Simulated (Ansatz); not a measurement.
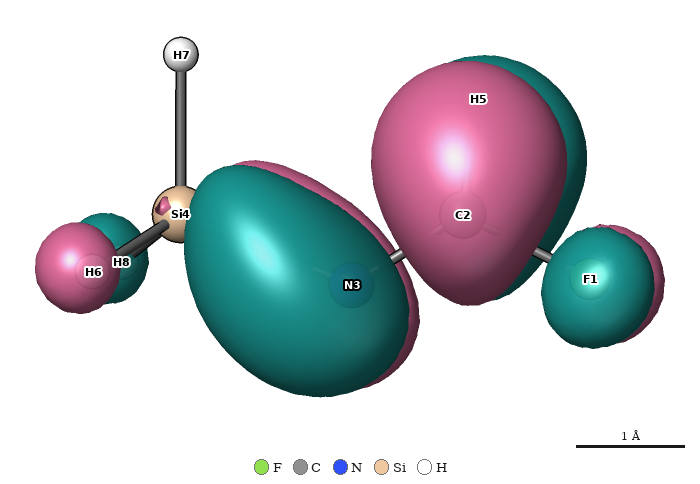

CH₄FNSi (SMILES FC=N[SiH3]). The LUMO at ±0.1 Å⁻³ᐟ² (teal and pink are the two phases), seen across its widest extent.

Geometry: PBE0-D4/def2-TZVP.

Theory: RKS PBE0-D4/def2-TZVPP in Ansatz 0.2.0.

Input

```
crystal:
  periodic: [false, false, false]
  atoms:
    - {symbol: F, position_ang: [-1.624323, -1.628465, 1.464273]}
    - {symbol: C, position_ang: [-0.723534, -0.749703, 1.017111]}
    - {symbol: N, position_ang: [-0.565331, -0.551133, -0.190908]}
    - {symbol: Si, position_ang: [0.567732, 0.559295, -0.893658]}
    - {symbol: H, position_ang: [-0.212270, -0.294475, 1.871681]}
    - {symbol: H, position_ang: [-0.194239, 1.538723, -1.703525]}
    - {symbol: H, position_ang: [1.359792, 1.281854, 0.144004]}
    - {symbol: H, position_ang: [1.484272, -0.213096, -1.764976]}
basis:
  gaussian: {orbitals: def2-TZVPP}
hamiltonian: {xc: pbe0, dispersion: d4}
output: {orbitals: {seedname: orbitals}}
```

Run with:

```sh
ansatz run in.yaml --threads 2 --pin off --events-out ev --progress --plain --max-ram 4352MiB
```

### What is the character of this orbital?

It lies mainly on C2 (about 45 %), N3 (about 30 %), Si4 (about 10 %), F1 (about 10 %) and H5 (about 5 %); π-antibonding (π*) across C2–N3. Its energy is −0.64 eV.
